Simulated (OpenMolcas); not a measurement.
C2H3AlO (SMILES C#[C][AlH][OH]): methods side by side

C2H3AlO: 7 atoms, total charge 0, spin state singlet. As SMILES, `C#[C][AlH][OH]`. The shape comes from GFN2-xTB, which is rough for such elements, and wasn't checked as a minimum. This is one conformer, not always the lowest.

```tsv
atom	x (Å)	y (Å)	z (Å)
C	-2.0139	-1.0989	-0.2214
C	-1.0120	-0.4506	-0.0175
Al	0.5557	0.6351	0.3715
O	2.0126	0.4657	-0.3611
H	-2.8823	-1.6703	-0.4042
H	0.4826	1.7419	1.4135
H	2.8573	0.3770	-0.7808
```

Each level gives the dipole moment (D). The values are calculated.

```json
{"level": "HF/6-311+G**", "kind": "Hartree–Fock", "program": "OpenMolcas", "value (D)": "0.99", "CPU time": "15 s"}
{"level": "SVWN5/6-311+G**", "kind": "LDA", "program": "OpenMolcas", "value (D)": "1.03", "CPU time": "32 s"}
{"level": "BLYP/6-311+G**", "kind": "GGA", "program": "OpenMolcas", "value (D)": "1.03", "CPU time": "41 s"}
{"level": "revPBE/6-311+G**", "kind": "GGA", "program": "OpenMolcas", "value (D)": "1.03", "CPU time": "38 s"}
{"level": "M06-L/6-311+G**", "kind": "meta-GGA", "program": "OpenMolcas", "value (D)": "0.99", "CPU time": "51 s"}
{"level": "r2SCAN/6-311+G**", "kind": "meta-GGA", "program": "OpenMolcas", "value (D)": "1.05", "CPU time": "49 s"}
{"level": "B3LYP/6-311+G**", "kind": "global hybrid", "program": "OpenMolcas", "value (D)": "1.00", "CPU time": "37 s"}
{"level": "PBE0/6-311+G**", "kind": "global hybrid", "program": "OpenMolcas", "value (D)": "0.99", "CPU time": "38 s"}
```

The values span 0.99 to 1.05 D. Magnitudes only: a small dipole may point the other way at some levels. Times are those of the runs behind each value, whatever else they computed, on shared processors of several kinds: orders of magnitude only.

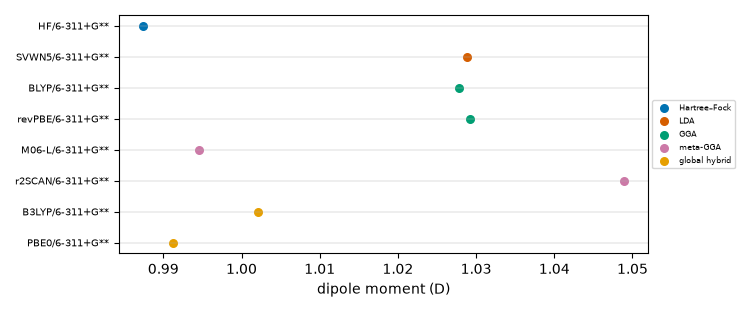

The values of the table, level by level.
